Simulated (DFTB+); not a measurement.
# Geometry relaxation of HfNH₂Cl₂F (part 2 of 4)

Continued. System: HfNH₂Cl₂F. Method: GFN2-xTB, R-SCC, dispersion built in (DFTB+ 25.1). The geometry comes from this level: PBE0-D4/def2-TZVP.

Geometry of the input (Å):
```
N  -0.1134  1.2511  0.0588
Hf -0.0093  -0.7423  -0.0770
F  -1.6885  -1.2946  -0.7502
Cl 0.4181  -1.6331  2.0542
Cl 1.7477  -1.3207  -1.5249
H  0.6231  1.8606  0.3881
H  -0.9163  1.8111  -0.1946
```

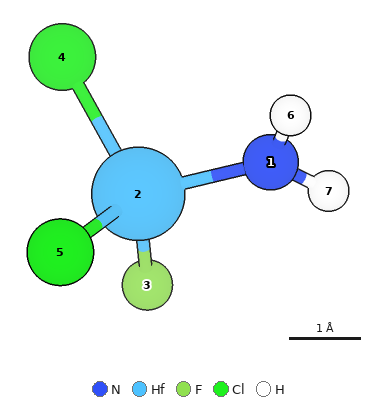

Figure 1. The input geometry (ball-and-stick view, seen at a tilt; atoms are numbered from 1 in the order of the input). Sticks mark near contacts.

### Log, continued
```
Total Energy:                      -19.4520553353 H         -529.3174 eV
Extrapolated to 0K:                -19.4520553353 H         -529.3174 eV
Total Mermin free energy:          -19.4520553353 H         -529.3174 eV
Force related energy:              -19.4520553353 H         -529.3174 eV

total energy  -1.9452055E+01 H       energy change -3.0206201E-04 H
gradient norm  1.6110718E-02 H/a0    max. gradient  9.9716984E-03 H/a0
step length    1.0818106E-01 a0      max. step      4.2547165E-02 a0

--------------------------------------------------------------------------------

***  Geometry step: 12

 iSCC Total electronic   Diff electronic      SCC error
    1   -0.19511534E+02    0.00000000E+00    0.62528521E-01
    2   -0.19511536E+02    0.20516238E-03    0.50925490E-01
    3   -0.19511452E+02   -0.19045857E-05    0.15703102E-01
    4   -0.19511451E+02    0.83860313E-04    0.43587086E-02
    5   -0.19511475E+02    0.95692881E-06    0.12505326E-02
    6   -0.19511469E+02   -0.23950558E-04    0.72411197E-03
    7   -0.19511470E+02    0.59357637E-05    0.59486772E-03
    8   -0.19511475E+02   -0.67045596E-06    0.15994804E-03
    9   -0.19511481E+02   -0.47232897E-05    0.56615661E-04
   10   -0.19511482E+02   -0.62743269E-05    0.17595620E-04
   11   -0.19511482E+02   -0.48993222E-06    0.60354820E-05

Total Energy:                      -19.4523298109 H         -529.3248 eV
Extrapolated to 0K:                -19.4523298109 H         -529.3248 eV
Total Mermin free energy:          -19.4523298109 H         -529.3248 eV
Force related energy:              -19.4523298109 H         -529.3248 eV

total energy  -1.9452330E+01 H       energy change -2.7447559E-04 H
gradient norm  1.2881304E-02 H/a0    max. gradient  7.4578905E-03 H/a0
step length    1.0096704E-01 a0      max. step      4.1196685E-02 a0

--------------------------------------------------------------------------------

***  Geometry step: 13

 iSCC Total electronic   Diff electronic      SCC error
    1   -0.19512082E+02    0.00000000E+00    0.40213486E-01
    2   -0.19512078E+02   -0.60019704E-03    0.35784918E-01
    3   -0.19512040E+02    0.34653395E-05    0.13831986E-01
    4   -0.19512080E+02    0.38470786E-04    0.31878671E-02
    5   -0.19512086E+02   -0.39632992E-04    0.94420557E-03
    6   -0.19512083E+02   -0.63894162E-05    0.50260056E-03
    7   -0.19512084E+02    0.29708926E-05    0.30749456E-03
    8   -0.19512086E+02   -0.12719305E-05    0.12686670E-03
    9   -0.19512091E+02   -0.20062712E-05    0.37025569E-04
   10   -0.19512092E+02   -0.43348255E-05    0.79887197E-05

Total Energy:                      -19.4525652915 H         -529.3312 eV
Extrapolated to 0K:                -19.4525652915 H         -529.3312 eV
Total Mermin free energy:          -19.4525652915 H         -529.3312 eV
Force related energy:              -19.4525652915 H         -529.3312 eV

total energy  -1.9452565E+01 H       energy change -2.3548061E-04 H
gradient norm  1.0729660E-02 H/a0    max. gradient  5.5274520E-03 H/a0
step length    7.8149471E-02 a0      max. step      3.4478099E-02 a0

--------------------------------------------------------------------------------

***  Geometry step: 14

 iSCC Total electronic   Diff electronic      SCC error
    1   -0.19512946E+02    0.00000000E+00    0.29546136E-01
    2   -0.19512938E+02   -0.85435360E-03    0.27513981E-01
    3   -0.19512918E+02    0.76988373E-05    0.11272419E-01
    4   -0.19512959E+02    0.19739917E-04    0.15996550E-02
    5   -0.19512955E+02   -0.40413183E-04    0.58502402E-03
    6   -0.19512955E+02    0.38034927E-05    0.41081426E-03
    7   -0.19512957E+02    0.47507424E-06    0.17180807E-03
    8   -0.19512959E+02   -0.27054700E-05    0.11268914E-03
    9   -0.19512962E+02   -0.13593004E-05    0.38332001E-04
   10   -0.19512962E+02   -0.31196726E-05    0.12312902E-04
   11   -0.19512963E+02   -0.68652223E-06    0.62790492E-05

Total Energy:                      -19.4527888357 H         -529.3373 eV
Extrapolated to 0K:                -19.4527888357 H         -529.3373 eV
Total Mermin free energy:          -19.4527888357 H         -529.3373 eV
Force related energy:              -19.4527888357 H         -529.3373 eV

total energy  -1.9452789E+01 H       energy change -2.2354419E-04 H
gradient norm  1.2914295E-02 H/a0    max. gradient  9.1860885E-03 H/a0
step length    7.1787488E-02 a0      max. step      3.5140433E-02 a0

--------------------------------------------------------------------------------

***  Geometry step: 15

 iSCC Total electronic   Diff electronic      SCC error
    1   -0.19513563E+02    0.00000000E+00    0.42633656E-01
    2   -0.19513549E+02   -0.60042102E-03    0.37202340E-01
    3   -0.19513491E+02    0.14469435E-04    0.43186851E-02
    4   -0.19513527E+02    0.57273509E-04    0.13722017E-02
    5   -0.19513526E+02   -0.35942184E-04    0.92196292E-03
    6   -0.19513530E+02    0.10326979E-05    0.53326357E-03
    7   -0.19513538E+02   -0.34435545E-05    0.13308763E-03
    8   -0.19513540E+02   -0.83315515E-05    0.10743475E-03
    9   -0.19513542E+02   -0.16753137E-05    0.31000425E-04
   10   -0.19513542E+02   -0.19216367E-05    0.13922496E-04
   11   -0.19513542E+02   -0.71241060E-06    0.10249672E-04
   12   -0.19513542E+02   -0.15536757E-06    0.41096911E-05

Total Energy:                      -19.4530716569 H         -529.3450 eV
Extrapolated to 0K:                -19.4530716569 H         -529.3450 eV
Total Mermin free energy:          -19.4530716569 H         -529.3450 eV
Force related energy:              -19.4530716569 H         -529.3450 eV

total energy  -1.9453072E+01 H       energy change -2.8282121E-04 H
gradient norm  1.4852789E-02 H/a0    max. gradient  1.1845874E-02 H/a0
step length    1.0233939E-01 a0      max. step      5.3896624E-02 a0

--------------------------------------------------------------------------------

***  Geometry step: 16

 iSCC Total electronic   Diff electronic      SCC error
    1   -0.19513141E+02    0.00000000E+00    0.47498087E-01
    2   -0.19513122E+02    0.40104296E-03    0.38250603E-01
    3   -0.19513033E+02    0.19437791E-04    0.30212274E-02
    4   -0.19513036E+02    0.89135644E-04    0.20947621E-02
    5   -0.19513041E+02   -0.33610133E-05    0.13688892E-02
    6   -0.19513044E+02   -0.48988135E-05    0.56364600E-03
    7   -0.19513051E+02   -0.25113192E-05    0.26163817E-03
    8   -0.19513055E+02   -0.71887514E-05    0.91685131E-04
    9   -0.19513056E+02   -0.39703476E-05    0.69652602E-04
   10   -0.19513057E+02   -0.14917075E-05    0.12286978E-04
   11   -0.19513057E+02   -0.10861840E-05    0.71545741E-05

Total Energy:                      -19.4533090551 H         -529.3515 eV
Extrapolated to 0K:                -19.4533090551 H         -529.3515 eV
Total Mermin free energy:          -19.4533090551 H         -529.3515 eV
Force related energy:              -19.4533090551 H         -529.3515 eV

total energy  -1.9453309E+01 H       energy change -2.3739818E-04 H
gradient norm  1.0525910E-02 H/a0    max. gradient  8.2696265E-03 H/a0
step length    1.0475661E-01 a0      max. step      5.8080556E-02 a0

--------------------------------------------------------------------------------

***  Geometry step: 17

 iSCC Total electronic   Diff electronic      SCC error
    1   -0.19512373E+02    0.00000000E+00    0.11884509E-01
    2   -0.19512364E+02    0.68447665E-03    0.77993412E-02
    3   -0.19512336E+02    0.86768038E-05    0.34881046E-02
    4   -0.19512303E+02    0.28354219E-04    0.13970401E-02
    5   -0.19512293E+02    0.32659111E-04    0.68696715E-03
    6   -0.19512300E+02    0.96112083E-05    0.30404730E-03
    7   -0.19512302E+02   -0.61620402E-05    0.11407510E-03
    8   -0.19512303E+02   -0.23534553E-05    0.82613450E-04
    9   -0.19512304E+02   -0.72306809E-06    0.24667869E-04
   10   -0.19512305E+02   -0.17011498E-05    0.45564771E-05

Total Energy:                      -19.4533855408 H         -529.3536 eV
Extrapolated to 0K:                -19.4533855408 H         -529.3536 eV
Total Mermin free energy:          -19.4533855408 H         -529.3536 eV
Force related energy:              -19.4533855408 H         -529.3536 eV

total energy  -1.9453386E+01 H       energy change -7.6485707E-05 H
gradient norm  4.1242759E-03 H/a0    max. gradient  2.6685262E-03 H/a0
step length    2.9079700E-02 a0      max. step      1.6507852E-02 a0

--------------------------------------------------------------------------------

***  Geometry step: 18

 iSCC Total electronic   Diff electronic      SCC error
    1   -0.19512040E+02    0.00000000E+00    0.44468565E-02
    2   -0.19512040E+02    0.26483584E-03    0.49233883E-02
    3   -0.19512037E+02   -0.36012889E-06    0.47274153E-02
    4   -0.19512015E+02    0.26705965E-05    0.71147780E-03
    5   -0.19512018E+02    0.22112541E-04    0.31594457E-03
    6   -0.19512019E+02   -0.26319187E-05    0.63318321E-04
    7   -0.19512019E+02   -0.79492790E-06    0.20947800E-04
    8   -0.19512019E+02   -0.22980485E-06    0.17139126E-04
    9   -0.19512019E+02    0.73202205E-07    0.76424039E-05

Total Energy:                      -19.4534022631 H         -529.3540 eV
Extrapolated to 0K:                -19.4534022631 H         -529.3540 eV
Total Mermin free energy:          -19.4534022631 H         -529.3540 eV
Force related energy:              -19.4534022631 H         -529.3540 eV

total energy  -1.9453402E+01 H       energy change -1.6722234E-05 H
gradient norm  2.1833834E-03 H/a0    max. gradient  1.4181181E-03 H/a0
step length    1.1304702E-02 a0      max. step      6.6524930E-03 a0

--------------------------------------------------------------------------------

***  Geometry step: 19

 iSCC Total electronic   Diff electronic      SCC error
    1   -0.19511940E+02    0.00000000E+00    0.34128324E-02
    2   -0.19511942E+02    0.78134996E-04    0.30326381E-02
    3   -0.19511942E+02   -0.17108969E-05    0.24743320E-02
    4   -0.19511936E+02    0.99934383E-07    0.19459675E-03
    5   -0.19511935E+02    0.64917115E-05    0.11717127E-03
    6   -0.19511935E+02    0.66602352E-06    0.30055687E-04
    7   -0.19511935E+02   -0.19657578E-06    0.13739210E-04
    8   -0.19511935E+02    0.24047148E-06    0.76575706E-05

Total Energy:                      -19.4534096006 H         -529.3542 eV
Extrapolated to 0K:                -19.4534096006 H         -529.3542 eV
Total Mermin free energy:          -19.4534096006 H         -529.3542 eV
Force related energy:              -19.4534096006 H         -529.3542 eV

total energy  -1.9453410E+01 H       energy change -7.3375475E-06 H
gradient norm  2.4416398E-03 H/a0    max. gradient  1.3824809E-03 H/a0
step length    7.4648525E-03 a0      max. step      4.2261202E-03 a0

--------------------------------------------------------------------------------

***  Geometry step: 20

 iSCC Total electronic   Diff electronic      SCC error
    1   -0.19511854E+02    0.00000000E+00    0.96790517E-02
    2   -0.19511858E+02    0.80933942E-04    0.78496315E-02
    3   -0.19511858E+02   -0.40982519E-05    0.37439292E-02
    4   -0.19511849E+02   -0.68825990E-07    0.56727147E-03
    5   -0.19511847E+02    0.90885763E-05    0.24444576E-03
    6   -0.19511846E+02    0.22170663E-05    0.75327256E-04
    7   -0.19511846E+02    0.25195463E-06    0.43884466E-04
    8   -0.19511846E+02    0.18380696E-06    0.30508277E-04
    9   -0.19511846E+02    0.14132077E-06    0.51089702E-05

Total Energy:                      -19.4534267784 H         -529.3547 eV
Extrapolated to 0K:                -19.4534267784 H         -529.3547 eV
Total Mermin free energy:          -19.4534267784 H         -529.3547 eV
Force related energy:              -19.4534267784 H         -529.3547 eV

total energy  -1.9453427E+01 H       energy change -1.7177749E-05 H
gradient norm  3.6676198E-03 H/a0    max. gradient  2.3834329E-03 H/a0
step length    1.4508566E-02 a0      max. step      1.0321251E-02 a0

--------------------------------------------------------------------------------

***  Geometry step: 21

 iSCC Total electronic   Diff electronic      SCC error
    1   -0.19511866E+02    0.00000000E+00    0.64150217E-01
    2   -0.19511887E+02   -0.20289083E-04    0.52214627E-01
    3   -0.19511876E+02   -0.20574033E-04    0.14179583E-01
    4   -0.19511850E+02    0.10829052E-04    0.32778432E-02
    5   -0.19511840E+02    0.25759440E-04    0.10274836E-02
    6   -0.19511841E+02    0.10150951E-04    0.70719874E-03
    7   -0.19511841E+02   -0.91817336E-06    0.25294087E-03
    8   -0.19511841E+02   -0.12081657E-06    0.20211887E-03
    9   -0.19511841E+02    0.10899861E-06    0.23853065E-04
   10   -0.19511841E+02   -0.66922934E-06    0.15093713E-04
   11   -0.19511841E+02    0.91921279E-08    0.10943400E-04
   12   -0.19511841E+02   -0.12590004E-07    0.27493204E-05

Total Energy:                      -19.4535258891 H         -529.3574 eV
Extrapolated to 0K:                -19.4535258891 H         -529.3574 eV
Total Mermin free energy:          -19.4535258891 H         -529.3574 eV
Force related energy:              -19.4535258891 H         -529.3574 eV

total energy  -1.9453526E+01 H       energy change -9.9110709E-05 H
gradient norm  7.5360033E-03 H/a0    max. gradient  5.7011643E-03 H/a0
step length    9.1981358E-02 a0      max. step      5.9159392E-02 a0

--------------------------------------------------------------------------------

***  Geometry step: 22

 iSCC Total electronic   Diff electronic      SCC error
    1   -0.19512088E+02    0.00000000E+00    0.89482694E-01
    2   -0.19512130E+02   -0.24662508E-03    0.73418182E-01
    3   -0.19512121E+02   -0.41665952E-04    0.19331315E-01
    4   -0.19512117E+02    0.84176543E-05    0.16400231E-02
    5   -0.19512115E+02    0.42129009E-05    0.14380669E-02
    6   -0.19512117E+02    0.16554676E-05    0.71340256E-03
    7   -0.19512120E+02   -0.18887400E-05    0.42699363E-03
    8   -0.19512127E+02   -0.24115495E-05    0.97753350E-04
    9   -0.19512128E+02   -0.72092418E-05    0.30872269E-04
   10   -0.19512128E+02   -0.66486611E-06    0.17594197E-04
   11   -0.19512128E+02   -0.21328944E-06    0.68213038E-05

Total Energy:                      -19.4536139094 H         -529.3598 eV
Extrapolated to 0K:                -19.4536139094 H         -529.3598 eV
Total Mermin free energy:          -19.4536139094 H         -529.3598 eV
Force related energy:              -19.4536139094 H         -529.3598 eV

total energy  -1.9453614E+01 H       energy change -8.8020376E-05 H
gradient norm  5.9742297E-03 H/a0    max. gradient  4.3777013E-03 H/a0
step length    1.6598201E-01 a0      max. step      7.8074973E-02 a0

--------------------------------------------------------------------------------

***  Geometry step: 23

 iSCC Total electronic   Diff electronic      SCC error
    1   -0.19512518E+02    0.00000000E+00    0.43037625E-02
    2   -0.19512508E+02   -0.39008049E-03    0.38499199E-02
    3   -0.19512507E+02    0.10132637E-04    0.33988461E-02
    4   -0.19512514E+02    0.79280401E-06    0.23432357E-02
    5   -0.19512523E+02   -0.72636272E-05    0.54112019E-03
    6   -0.19512524E+02   -0.86431949E-05    0.17842312E-03
    7   -0.19512523E+02   -0.64116284E-06    0.13234282E-03
    8   -0.19512521E+02    0.84039372E-06    0.49556120E-04
    9   -0.19512520E+02    0.16456013E-05    0.13372209E-04
   10   -0.19512520E+02    0.10277828E-05    0.36718595E-05

Total Energy:                      -19.4536466717 H         -529.3607 eV
Extrapolated to 0K:                -19.4536466717 H         -529.3607 eV
Total Mermin free energy:          -19.4536466717 H         -529.3607 eV
Force related energy:              -19.4536466717 H         -529.3607 eV

total energy  -1.9453647E+01 H       energy change -3.2762229E-05 H
gradient norm  4.3769226E-03 H/a0    max. gradient  2.2990471E-03 H/a0
step length    9.4311193E-03 a0      max. step      6.3101477E-03 a0

--------------------------------------------------------------------------------

***  Geometry step: 24

 iSCC Total electronic   Diff electronic      SCC error
    1   -0.19512399E+02    0.00000000E+00    0.11489082E-01
    2   -0.19512381E+02    0.12077031E-03    0.12794720E-01
    3   -0.19512397E+02    0.18567425E-04    0.15013983E-01
    4   -0.19512351E+02   -0.16581229E-04    0.27831717E-02
    5   -0.19512358E+02    0.46195670E-04    0.36993889E-03
    6   -0.19512360E+02   -0.68990137E-05    0.22438980E-03
    7   -0.19512361E+02   -0.18057075E-05    0.90181197E-04
    8   -0.19512361E+02   -0.88553127E-06    0.44099619E-04
    9   -0.19512360E+02   -0.28782766E-06    0.10685288E-04
   10   -0.19512360E+02    0.92006023E-06    0.38123768E-05

Total Energy:                      -19.4536808480 H         -529.3616 eV
Extrapolated to 0K:                -19.4536808480 H         -529.3616 eV
Total Mermin free energy:          -19.4536808480 H         -529.3616 eV
Force related energy:              -19.4536808480 H         -529.3616 eV

total energy  -1.9453681E+01 H       energy change -3.4176307E-05 H
gradient norm  2.4528641E-03 H/a0    max. gradient  1.4739848E-03 H/a0
step length    1.5984750E-02 a0      max. step      7.5837797E-03 a0

--------------------------------------------------------------------------------

***  Geometry step: 25

 iSCC Total electronic   Diff electronic      SCC error
    1   -0.19512176E+02    0.00000000E+00    0.19198657E-01
    2   -0.19512173E+02    0.18381576E-03    0.15936880E-01
    3   -0.19512153E+02    0.31072984E-05    0.16644506E-02
    4   -0.19512153E+02    0.19852317E-04    0.15377507E-02
    5   -0.19512158E+02   -0.37630631E-06    0.16876051E-03
    6   -0.19512158E+02   -0.47849506E-05    0.13400311E-03
    7   -0.19512158E+02   -0.24814855E-06    0.61851434E-04
    8   -0.19512157E+02    0.64820621E-06    0.27200498E-04
    9   -0.19512156E+02    0.58341007E-06    0.64865965E-05

Total Energy:                      -19.4536964312 H         -529.3620 eV
Extrapolated to 0K:                -19.4536964312 H         -529.3620 eV
Total Mermin free energy:          -19.4536964312 H         -529.3620 eV
Force related energy:              -19.4536964312 H         -529.3620 eV
```
